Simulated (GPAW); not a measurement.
# Core-hole calculation of the P K edge in zinc-blende (GaP)₁₋ₓ(InP)ₓ at x = 0.75, part 2 of 2

What does the P K edge look like in zinc-blende (GaP)₁₋ₓ(InP)ₓ at x = 0.75?

GPAW 26.7.0; X-ray absorption from dipole matrix elements to empty bands, plane-wave PAW LDA.

So far. Step 3 (Ground state of the crystal): The mesh shows a gap of 0.47 eV. The excited electron is kept all the same, so that all members of the series, with or without a gap, are treated alike.

## 5. Spectrum with XCH, P atom 6

The holes are 8.2 Å apart. In GPAW the data set carries the hole's charge, so charge=0 means a charged cell and charge=-1 a neutral one. The excited electron is kept in the cell, where it fills the lowest empty states and screens the hole. After the field has converged, empty bands are computed with the density fixed and the dipole matrix elements are summed.

The absorber has 1 Ga at 2.40 Å and 3 In at 2.53 Å (distorted tetrahedral).

Contents of xas.py:

```python
import numpy as np
from ase import Atoms
from ase.parallel import parprint, paropen
from gpaw import GPAW, PW, FermiDirac, Mixer, MixerDif, setup_paths
from gpaw.test import gen
setup_paths.insert(0, '.')
gen('P', name='fch1s', xcname='LDA', corehole=(1, 0, 1), write_xml=True)
from gpaw.mpi import world
world.barrier()

atoms = Atoms('InPInPInPInPInPInPGaPGaP',
    cell=[[0, 5.7645, 5.7645],
     [5.7645, 0, 5.7645],
     [5.7645, 5.7645, 0]],
    scaled_positions=[[0.9995554, 0.0017529, 0.9997823],
     [0.124951, 0.1253411, 0.1261071],
     [0.0000257, 0.9986576, 0.5012259],
     [0.1246844, 0.125446, 0.6248046],
     [0.9985174, 0.5008932, 0.0010294],
     [0.1388725, 0.6223222, 0.1191852],
     [0.0003671, 0.5012174, 0.4985275],
     [0.1391762, 0.6195982, 0.6210516],
     [0.5004157, 0.0018394, 0.9995155],
     [0.6202652, 0.1404752, 0.1211689],
     [0.5000471, 0.999901, 0.5008708],
     [0.6204985, 0.1402564, 0.6199727],
     [0.4993244, 0.5007382, 0.0005155],
     [0.6147842, 0.6180131, 0.1341259],
     [0.4994606, 0.500687, 0.5003109],
     [0.6161453, 0.6163195, 0.6341214]],
    pbc=True)
atoms.calc = calc = GPAW(legacy_gpaw=True, mode=PW(400, force_complex_dtype=True), xc='LDA', setups={5: 'fch1s'},
    kpts={'size': (3, 3, 3), 'gamma': True}, occupations=FermiDirac(0.04),
    charge=-1, mixer=Mixer(0.1, 5, 50), maxiter=150,
    convergence={'density': 0.0001, 'eigenstates': 1e-6}, txt='scf.txt')
energy = atoms.get_potential_energy() + calc.get_reference_energy()
ef = calc.get_fermi_level()
out = dict(energy=energy, fermi=ef, forces=atoms.get_forces().tolist())
parprint(f'all-electron energy {energy:.4f} eV, Fermi level {ef:.4f} eV')
ev = np.array([[calc.get_eigenvalues(k, s) for k in range(len(calc.get_ibz_k_points()))] for s in range(calc.get_number_of_spins())])
out['homo'], out['lumo'], out['counts'] = ev[ev < ef].max(), ev[ev > ef].min(), sorted(set((ev < ef).sum((0, 2)).tolist()))
out['filled'] = (ev[:, 0] < ef).sum(1).tolist()

from ase.units import Ha
from gpaw.xas import dipole_matrix_elements
nb = int(calc.get_number_of_electrons() / 2) + 196
top, nb = nb, nb + 8 + nb // 12
nscf = calc.fixed_density(kpts={'size': (4, 4, 4), 'gamma': True}, nbands=nb,
    convergence={'bands': top, 'eigenstates': 5e-3}, maxiter=60, txt='nscf.txt')
cell = atoms.cell.array
ops = [cell.T @ U.T @ np.linalg.inv(cell.T) for U in nscf.wfs.kd.symmetry.op_scc]
filled = [62]  # bands filled in the ground state, by spin
E = np.arange(-6, 30, 0.1)
fwhm = np.interp(E, [4, 25], [0.9, 3.5])
Y, X, zero, highest = 0, 0, 1e9, 1e9
for spin in range(nscf.get_number_of_spins()):
    wfs = nscf.wfs
    mine = wfs.bd.get_slice()  # this rank's bands
    A = dipole_matrix_elements(wfs.setups[5])
    eps = np.zeros((wfs.kd.nibzkpts, nb))
    d = np.zeros((3, A.shape[1], wfs.kd.nibzkpts, nb), complex)
    for kpt in wfs.kpt_u:
        if kpt.s == spin and 5 in kpt.P_ani:
            eps[kpt.k, mine] = kpt.eps_n * Ha
            d[:, :, kpt.k, mine] = (kpt.weight * wfs.nspins / 2) ** 0.5 * np.inner(A, kpt.P_ani[5])
    world.sum(eps)
    world.sum(d)
    T = np.einsum('amkn,bmkn->abkn', d, d.conj()).real
    T = sum(np.einsum('ai,ijkn,bj->abkn', R, T, R) for R in ops) / len(ops)
    empty = np.ones_like(eps, bool) & (np.arange(nb) >= filled[spin])
    zero, highest = min(zero, eps[empty].min()), min(highest, eps[:, top - 1].min())
    lines = [(eps, T, empty)] if spin == 0 else lines + [(eps, T, empty)]
for eps, T, empty in lines:
    f = np.einsum('aakn->akn', T).reshape(3, -1)
    x = eps.ravel() - zero
    w = np.interp(x, E, fwhm) / 2.35482
    g = np.exp(-0.5 * ((E[:, None] - x) / w) ** 2) / (w * (2 * np.pi) ** 0.5)
    Y = Y + (f * empty.ravel()) @ g.T
    X = X + (f * ~empty.ravel()) @ g.T
out.update(E=E.round(2).tolist(), xas=Y.tolist(), xes=X.tolist(), zero=zero, valid=highest - zero, nk=len(eps), nb=nb)
for i in range(0, len(E), 10):
    parprint(f'{E[i]:7.2f}', *(f'{v:10.3e}' for v in Y[:, i]))
import json
with paropen('out.json', 'w') as f:
    json.dump(out, f)
```

Command:

```sh
> OMP_NUM_THREADS=1 mpirun -n 4 gpaw python xas.py
```

Numbers of over 12 decimals in the logs are rounded to 6 here.

The log of the run:

```text
Input parameters:
  charge: -1
  convergence: {density: 0.0001,
                eigenstates: 1e-06}
  kpts: {gamma: True,
         size: (3, 3, 3)}
  maxiter: 150
  mixer: {backend: pulay,
          beta: 0.1,
          method: separate,
          nmaxold: 5,
          weight: 50}
  mode: {ecut: 400.0,
         force_complex_dtype: True,
         name: pw}
  occupations: {fixmagmom: False,
                name: fermi-dirac,
                width: 0.04}
  setups: {5: fch1s}

Initialize ...

[... PAW data sets ...]

Reference energy: -1136645.140046  # eV

Spin-paired calculation

[... convergence settings ...]
Symmetries present (total): 1
  [... symmetry matrices ...]

27 k-points: 3 x 3 x 3 Monkhorst-Pack grid
14 k-points in the irreducible part of the Brillouin zone
       k-points in crystal coordinates                weights
   0:     0.00000000    0.00000000    0.00000000          1/27
   1:     0.00000000    0.00000000    0.33333333          2/27
   2:     0.00000000    0.33333333   -0.33333333          2/27
   3:     0.00000000    0.33333333    0.00000000          2/27
   4:     0.00000000    0.33333333    0.33333333          2/27
   5:     0.33333333   -0.33333333   -0.33333333          2/27
   6:     0.33333333   -0.33333333    0.00000000          2/27
   7:     0.33333333   -0.33333333    0.33333333          2/27
   8:     0.33333333    0.00000000   -0.33333333          2/27
   9:     0.33333333    0.00000000    0.00000000          2/27
          ...
  13:     0.33333333    0.33333333    0.33333333          2/27

Wave functions: Plane wave expansion
  Cutoff energy: 400.000 eV
  Number of coefficients (min, max): 6879, 6975
  Pulay-stress correction: 0.000000 eV/Ang^3 (de/decut=0.000000)
  Using FFTW library
  Wavefunction extrapolation:
    Improved wavefunction reuse through dual PAW basis

Occupation numbers: Fermi-Dirac:
  width: 0.0400  # eV

Eigensolver
   Davidson(niter=2)

Densities:
  Coarse grid: 40*40*40 grid
  Fine grid: 80*80*80 grid
  Total Charge: 0.000000

Density mixing:
  Method: separate
  Backend: pulay
  Linear mixing parameter: 0.1
  old densities: 5
  Width of damping distribution: 1.1
  Damping of long wavelength oscillations: 50

[... Hamiltonian set-up ...]
Number of atoms: 16
Number of atomic orbitals: 94
Number of bands in calculation: 79
Number of valence electrons: 125
Bands to converge: occupied

... initialized

Initializing position-dependent things.

Density initialized from atomic densities
Creating initial wave functions:
  79 bands from LCAO basis set

              In         In In
                         P

                P
                     Ga
                  P
            Ga         In In
         P             P

              P    In
                P

       P

Atomic positions and initial magnetic moments

Positions:
   0 In     5.773350   11.525182    5.772042    ( 0.0000,  0.0000,  0.0000)
   1 P      1.449473    1.447224    1.442809    ( 0.0000,  0.0000,  0.0000)
   2 In     8.646078    2.889465    5.756910    ( 0.0000,  0.0000,  0.0000)
   3 P      4.324820    4.320429    1.441877    ( 0.0000,  0.0000,  0.0000)
   4 In     2.893333    5.761888    8.643352    ( 0.0000,  0.0000,  0.0000)
   5 P      4.274419    1.487574    4.387907    ( 0.0000,  0.0000,  0.0000)
   6 In     5.763029    2.875878    2.891384    ( 0.0000,  0.0000,  0.0000)
[...]
13 P      4.335705    4.317092    7.106460    ( 0.0000,  0.0000,  0.0000)
  14 Ga     5.770252    5.763183    5.765351    ( 0.0000,  0.0000,  0.0000)
  15 P      7.208167    7.207162    7.104543    ( 0.0000,  0.0000,  0.0000)

Unit cell:
           periodic     x           y           z      points  spacing
  1. axis:    yes    0.000000    5.764500    5.764500    40     0.1664
  2. axis:    yes    5.764500    0.000000    5.764500    40     0.1664
  3. axis:    yes    5.764500    5.764500    0.000000    40     0.1664

  Lengths:   8.152234   8.152234   8.152234
  Angles:   60.000000  60.000000  60.000000

Effective grid spacing dv^(1/3) = 0.1816

iter:   1   -96.006491
iter:   2   -93.149953   -1.53  -1.08
iter:   3   -89.786526   -1.19  -1.14
iter:   4   -89.986552   -2.07  -1.40
iter:   5   -89.538976   -2.18  -1.42
iter:   6   -89.478138   -2.60  -1.89
iter:   7   -89.462113   -3.44  -2.18
iter:   8   -89.463829c  -3.95  -2.78
iter:   9   -89.460412c  -4.34  -2.69
iter:  10   -89.460367c  -5.30  -3.15
iter:  11   -89.460306c  -6.08c -3.26
iter:  12   -89.460218c  -5.63  -3.42
iter:  13   -89.460216c  -6.75c -3.82
iter:  14   -89.460213c  -6.69c -3.89
iter:  15   -89.460213c  -7.61c -4.09c

Converged after 15 iterations.

Dipole moment: (-21.855603, -21.137325, -19.706909) |e|*Ang

Energy contributions relative to reference atoms: (reference = -1136645.140046)

Kinetic:       +185.080555
Potential:     -173.704338
External:        +0.000000
XC:            -102.498261
Entropy (-ST):   -0.011399
Local:           +1.667531
SIC:             +0.000000
--------------------------
Free energy:    -89.465913
Extrapolated:   -89.460213

Showing only first 2 kpts
 Kpt  Band  Eigenvalues  Occupancy
  0    60      4.59544    2.00000
  0    61      4.61315    2.00000
  0    62      4.81709    2.00000
  0    63      5.64105    1.99997

  1    60      4.27988    2.00000
  1    61      4.30910    2.00000
  1    62      5.69565    1.99986
[...]
Fermi level: 6.07939

No gap
No difference between direct/indirect transitions

Forces in eV/Ang:
  0 In    0.42939   -0.41040    0.25154
  1 P    -0.01392    0.09398    0.02210
  2 In    0.06710   -0.07354   -0.12491
  3 P    -0.10168    0.00830    0.03157
  4 In   -0.26416   -0.47561   -0.39340
  5 P    -0.08220    0.07268    0.04994
  6 In    0.48842    0.26482   -0.42519
[...]
13 P     0.11414   -0.01252   -0.05976
 14 Ga   -0.07782    0.07797    0.10777
 15 P     0.02158   -0.11873   -0.05320
Scalar-relativistic atomic LDA calculation for P (Phosphorus, Z=15)
Core hole in 1s state (1s occupation: 1.0)
450 radial gridpoints.
|------------------------------------------------|
|------------------------------------------------|
[... the atom generator's iteration count ...]

Energy contributions:
-------------------------
Kinetic:     +261.768075
XC:           -17.966184
Potential:   -505.274962
-------------------------
Total:       -261.473071

state      eigenvalue         ekin         rmax
-----------------------------------------------
1s^1.0 :   -82.316117   109.824186        0.067
2s^2.0 :    -7.841975    17.549438        0.402
2p^6.0 :    -6.203561    17.373857        0.327
3s^2.0 :    -0.984498     2.880452        1.418
3p^3.0 :    -0.625684     2.280322        1.541
-----------------------------------------------
(units: Bohr and Hartree)

Generating PAW setup
Kinetic energy of the core from tauc = 249.749155
Cutoffs:
rc(s)=1.800
rc(p)=1.800
rc(d)=1.800
rc(vbar)=1.620
rc(comp)=1.800
rc(nct)=1.800

Kinetic energy of the core states: 249.166204
Charge: 1.0
Core electrons: 9.0
Valence electrons: 5.0
Pseudo-core charge: 0.082129
Shape function alpha=3.086
Pseudo-electron charge 5.474914
state    eigenvalue         norm
--------------------------------
3s(2) :    -0.984498     1.193424
*s    :     0.015502
3p(3) :    -0.625684     1.001979
*p    :     0.374316
*d    :     0.000000
--------------------------------

Diagonalizing with gridspacing h=0.050

state   all-electron     PAW
-------------------------------
3s:      -0.984498    -0.984928
3p:      -0.625684    -0.626173
*d:                   -0.152187
*f:                   -0.017358
-------------------------------
all-electron energy -1136734.6003 eV, Fermi level 6.0794 eV
[...]
27.00  3.416e-06  3.407e-06  3.331e-06
  28.00  3.062e-06  3.054e-06  3.009e-06
  29.00  2.967e-06  2.962e-06  2.964e-06
```

It took 8.1 min on 4 MPI ranks of Arm Neoverse V2, shared host; peak memory 0.85 GiB.

The P K spectrum, P atom 6, excited-electron core hole (neutral cell) (energy from the bottom of the conduction band, which holds the excited electron; intensity scaled to a mean of 1 over the first 20 eV):

```tsv
E (eV)	isotropic	ε ∥ x	ε ∥ z
-2.0	0.00	0.00	0.00
-0.5	0.00	0.00	0.00
1.0	0.70	0.70	0.71
2.5	1.67	1.67	1.68
4.0	2.15	2.12	2.19
5.5	1.13	1.13	1.12
7.0	1.35	1.35	1.35
8.5	1.04	1.05	1.02
10.0	0.59	0.59	0.59
11.5	0.76	0.77	0.76
13.0	1.03	1.03	1.04
14.5	0.96	0.96	0.96
16.0	0.78	0.78	0.79
17.5	0.63	0.63	0.64
19.0	0.66	0.66	0.65
20.5	0.75	0.75	0.75
22.0	0.77	0.77	0.78
23.5	0.92	0.91	0.93
25.0	1.04	1.04	1.04
26.5	0.96	0.97	0.95
28.0	0.82	0.82	0.81
```

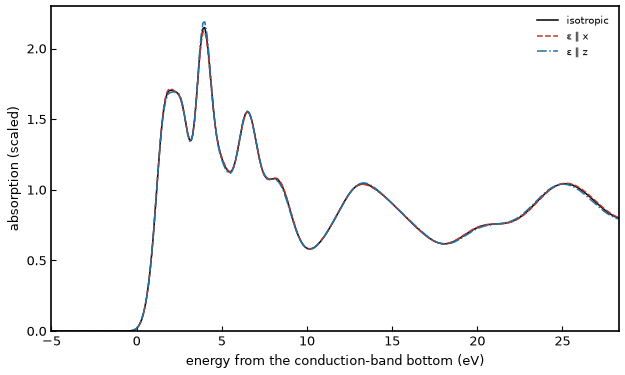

The P K edge, P atom 6, excited-electron core hole (neutral cell): main maxima at 2.0, 4.0 and 6.5 eV.

Main maxima below 24 eV (height): 2.0 eV (1.71), 4.0 eV (2.15), 6.5 eV (1.55) and 13.3 eV (1.04). A K edge sees empty p states on the absorber.

The total-energy difference is 2146.94 eV. One term is added: -15.84 eV, since the hole is spin-paired here and a spin-polarised one costs that much less in the free atom (computed apart). The photon energy is then 2131.10 eV. The functional leaves an error in such absolute values: in the free atom LDA prices this hole 8.5 eV below PBE (computed apart), and PBE is itself good to a few eV.

## 6. Cell without a hole, the energy reference

The absorbing element, whose data set is made anew, changes for the next run, so it gets a reference energy of its own.

Contents of scf.py:

```python
import numpy as np
from ase import Atoms
from ase.parallel import parprint, paropen
from gpaw import GPAW, PW, FermiDirac, Mixer, MixerDif, setup_paths
from gpaw.test import gen
setup_paths.insert(0, '.')
gen('Ga', name='nch1s', xcname='LDA', corehole=(1, 0, 0), write_xml=True)
from gpaw.mpi import world
world.barrier()

atoms = Atoms('InPInPInPInPInPInPGaPGaP',
    cell=[[0, 5.7645, 5.7645],
     [5.7645, 0, 5.7645],
     [5.7645, 5.7645, 0]],
    scaled_positions=[[0.9995554, 0.0017529, 0.9997823],
     [0.124951, 0.1253411, 0.1261071],
     [0.0000257, 0.9986576, 0.5012259],
     [0.1246844, 0.125446, 0.6248046],
     [0.9985174, 0.5008932, 0.0010294],
     [0.1388725, 0.6223222, 0.1191852],
     [0.0003671, 0.5012174, 0.4985275],
     [0.1391762, 0.6195982, 0.6210516],
     [0.5004157, 0.0018394, 0.9995155],
     [0.6202652, 0.1404752, 0.1211689],
     [0.5000471, 0.999901, 0.5008708],
     [0.6204985, 0.1402564, 0.6199727],
     [0.4993244, 0.5007382, 0.0005155],
     [0.6147842, 0.6180131, 0.1341259],
     [0.4994606, 0.500687, 0.5003109],
     [0.6161453, 0.6163195, 0.6341214]],
    pbc=True)
atoms.calc = calc = GPAW(legacy_gpaw=True, mode=PW(400, force_complex_dtype=True), xc='LDA', setups={12: 'nch1s'},
    kpts={'size': (3, 3, 3), 'gamma': True}, occupations=FermiDirac(0.02),
    charge=0, mixer=Mixer(0.1, 5, 50), maxiter=150,
    convergence={'density': 0.0001, 'eigenstates': 1e-6}, txt='scf.txt')
energy = atoms.get_potential_energy() + calc.get_reference_energy()
ef = calc.get_fermi_level()
out = dict(energy=energy, fermi=ef, forces=atoms.get_forces().tolist())
parprint(f'all-electron energy {energy:.4f} eV, Fermi level {ef:.4f} eV')
ev = np.array([[calc.get_eigenvalues(k, s) for k in range(len(calc.get_ibz_k_points()))] for s in range(calc.get_number_of_spins())])
out['homo'], out['lumo'], out['counts'] = ev[ev < ef].max(), ev[ev > ef].min(), sorted(set((ev < ef).sum((0, 2)).tolist()))
out['filled'] = (ev[:, 0] < ef).sum(1).tolist()
import json
with paropen('out.json', 'w') as f:
    json.dump(out, f)
```

Command:

```sh
> OMP_NUM_THREADS=1 mpirun -n 4 gpaw python scf.py
```

The log of the run:

```text
Input parameters:
  convergence: {density: 0.0001,
                eigenstates: 1e-06}
  kpts: {gamma: True,
         size: (3, 3, 3)}
  maxiter: 150
  mixer: {backend: pulay,
          beta: 0.1,
          method: separate,
          nmaxold: 5,
          weight: 50}
  mode: {ecut: 400.0,
         force_complex_dtype: True,
         name: pw}
  occupations: {fixmagmom: False,
                name: fermi-dirac,
[...]
4s(2) :    -0.336865     1.140380
*s    :     0.663135
4p(1) :    -0.100461     1.012264
*p    :     0.899539
*d    :     0.000000
--------------------------------

Diagonalizing with gridspacing h=0.050

state   all-electron     PAW
-------------------------------
4s:      -0.336865    -0.337024
4p:      -0.100461    -0.100552
*d:                    0.030615
*f:                    0.065359
-------------------------------
all-electron energy -1138881.5420 eV, Fermi level 4.9682 eV
[key lines of the parts left out:]
Converged after 14 iterations.
Dipole moment: (-21.768930, -20.973719, -19.604348) |e|*Ang
Free energy:    -78.840829
Fermi level: 4.96821
```

The job ended after 64 s (4 MPI ranks; peak memory 0.36 GiB; 4.3 min of CPU time).

Reference energy: -1138881.542 eV with the cores included.

## 7. Spectrum with XCH, Ga atom 13

The holes are 8.2 Å apart. The excited electron is kept in the cell, where it fills the lowest empty states and screens the hole. After the field has converged, empty bands are computed with the density fixed and the dipole matrix elements are summed.

The absorber has 2 P at 2.40 Å and 2 P at 2.44 Å (tetrahedral).

Edit xas.py of step 5 so:

```diff
@@ -6,3 +6,3 @@
 setup_paths.insert(0, '.')
-gen('P', name='fch1s', xcname='LDA', corehole=(1, 0, 1), write_xml=True)
+gen('Ga', name='fch1s', xcname='LDA', corehole=(1, 0, 1), write_xml=True)
 from gpaw.mpi import world
@@ -31,3 +31,3 @@
     pbc=True)
-atoms.calc = calc = GPAW(legacy_gpaw=True, mode=PW(400, force_complex_dtype=True), xc='LDA', setups={5: 'fch1s'},
+atoms.calc = calc = GPAW(legacy_gpaw=True, mode=PW(400, force_complex_dtype=True), xc='LDA', setups={12: 'fch1s'},
     kpts={'size': (3, 3, 3), 'gamma': True}, occupations=FermiDirac(0.04),
@@ -53,3 +53,3 @@
 E = np.arange(-6, 30, 0.1)
-fwhm = np.interp(E, [4, 25], [0.9, 3.5])
+fwhm = np.interp(E, [4, 25], [1.82, 3.5])
 Y, X, zero, highest = 0, 0, 1e9, 1e9
@@ -58,3 +58,3 @@
     mine = wfs.bd.get_slice()  # this rank's bands
-    A = dipole_matrix_elements(wfs.setups[5])
+    A = dipole_matrix_elements(wfs.setups[12])
     eps = np.zeros((wfs.kd.nibzkpts, nb))
@@ -62,5 +62,5 @@
     for kpt in wfs.kpt_u:
-        if kpt.s == spin and 5 in kpt.P_ani:
+        if kpt.s == spin and 12 in kpt.P_ani:
             eps[kpt.k, mine] = kpt.eps_n * Ha
-            d[:, :, kpt.k, mine] = (kpt.weight * wfs.nspins / 2) ** 0.5 * np.inner(A, kpt.P_ani[5])
+            d[:, :, kpt.k, mine] = (kpt.weight * wfs.nspins / 2) ** 0.5 * np.inner(A, kpt.P_ani[12])
     world.sum(eps)
```

Command:

```sh
> OMP_NUM_THREADS=1 mpirun -n 4 gpaw python xas.py
```

The log of the run:

```text
Input parameters:
  charge: -1
  convergence: {density: 0.0001,
                eigenstates: 1e-06}
  kpts: {gamma: True,
         size: (3, 3, 3)}
  maxiter: 150
  mixer: {backend: pulay,
          beta: 0.1,
          method: separate,
          nmaxold: 5,
          weight: 50}
  mode: {ecut: 400.0,
         force_complex_dtype: True,
         name: pw}
  occupations: {fixmagmom: False,
[...]
*p    :     0.576803
*d    :     0.000000
--------------------------------

Diagonalizing with gridspacing h=0.050

state   all-electron     PAW
-------------------------------
4s:      -0.729245    -0.729478
4p:      -0.423197    -0.423398
*d:                   -0.111370
*f:                   -0.021469
-------------------------------
all-electron energy -1128500.2303 eV, Fermi level 5.9365 eV
[...]
28.00  1.181e-07  1.180e-07  1.189e-07
  29.00  1.015e-07  1.016e-07  9.987e-08
[key lines of the parts left out:]
Converged after 15 iterations.
Dipole moment: (-21.937508, -21.140356, -19.725526) |e|*Ang
Free energy:    -87.097613
Fermi level: 5.93646
```

Wall time 8.1 min (4 MPI ranks); peak memory 0.85 GiB.

The Ga K spectrum, Ga atom 13, excited-electron core hole (neutral cell) (energy from the bottom of the conduction band, which holds the excited electron; intensity scaled to a mean of 1 over the first 20 eV):

```tsv
E (eV)	isotropic	ε ∥ x	ε ∥ z
-2.0	0.00	0.00	0.00
-0.5	0.03	0.03	0.04
1.0	0.48	0.44	0.56
2.5	1.24	1.22	1.28
4.0	1.86	1.87	1.83
5.5	1.23	1.24	1.19
7.0	0.98	0.99	0.96
8.5	0.99	1.00	0.98
10.0	1.11	1.11	1.09
11.5	1.08	1.06	1.10
13.0	0.99	0.99	1.00
14.5	0.92	0.92	0.91
16.0	0.85	0.86	0.84
17.5	0.72	0.73	0.71
19.0	0.69	0.70	0.68
20.5	0.79	0.79	0.79
22.0	0.85	0.85	0.86
23.5	0.95	0.95	0.95
25.0	1.03	1.03	1.04
26.5	0.95	0.94	0.97
28.0	0.74	0.74	0.75
```

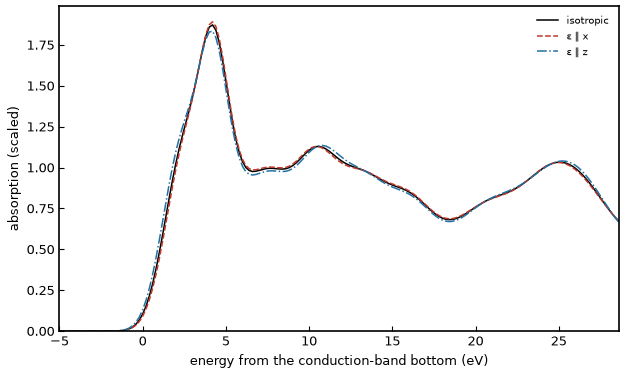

The Ga K edge, Ga atom 13, excited-electron core hole (neutral cell): main maxima at 4.2, 10.6 and 25.0 eV.

Main maxima below 28 eV (height): 4.2 eV (1.87), 10.6 eV (1.13) and 25.0 eV (1.03). 

The energy difference (zero at 10381 eV) isn't read as a photon energy: for so heavy an absorber the terms left out (the hole's spin, the functional's error) amount to tens of eV or more.

## 8. Results

| Quantity | Value |
| --- | --- |
| absorber and edge | P K, atom 6 of the ground-state input (counted from 1) |
| surroundings | 1 Ga at 2.40 Å and 3 In at 2.53 Å (distorted tetrahedral) |
| highest intensity below 16 eV | 4.0 eV above the zero, height 2.15 |
| photon energy of the zero, with the added terms | 2131.1 eV (raw 2146.9 eV; LDA puts this hole about 8 eV below PBE, itself good to a few eV) |

What this shows: The P K edge of atom 6, with 1 Ga at 2.40 Å and 3 In at 2.53 Å (distorted tetrahedral), has its highest intensity of the first 16 eV at 4.0 eV above the zero, near 2135 eV in photon energy (LDA puts this hole about 8 eV below PBE, itself good to a few eV), 2.1 times the mean level of the first 20 eV (Gaussian full width 0.9 eV up to 4 eV, rising linearly to 3.5 eV at 25 eV). The mesh is coarse (0.24 Å⁻¹ between points), so small maxima may be mesh ripples.

[Banner, clock and machine lines of the logs are left out without a mark of their own.]

[Logs are printed without paths, hosts, clocks, repeated set-up lines and the standing remarks that a program may print on its own settings, such as how far it seeks lower states.]

[Hosts, paths, dates, database ids (printed as entryN), source tags and the programs' standing remarks are cut or masked in the printed files.]

[Lists of maxima count a maximum above −3 eV only where it reaches 4 % of the highest in the window and stands out from its surroundings by 2 % of it (1.5 % where it reaches 55 %); shoulders and weaker maxima are passed over, and of the rest the first, up to two pre-edge ones and the few strongest are named.]
